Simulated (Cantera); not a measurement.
A closed system holds: 1 mol SiH2Cl2, 44 mol NH3, equilibrated at 1798 K.

Cantera equilibrium calculation (NASA polynomials, part measured and part estimated; ideal gas, pure solids and liquids). Candidate condensed phases: NH4Cl, Si, Si3N4; 28 gas species. The tables' values for SiCl, SiN are old estimates; treat these amounts as uncertain. Gases not in the tables: Si2H6 and higher silanes. Kinetics and transport are ignored.

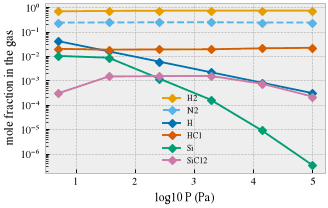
Figure. Equilibrium gas composition (values under 1e-9 drawn at 1e-9)

**Question.** Read off the mole fractions at 36.0 Pa.

**Answer.** H2 about 0.71, N2 about 0.24, HCl about 0.018, H about 0.016, Si about 0.0086, SiCl2 about 0.0015.
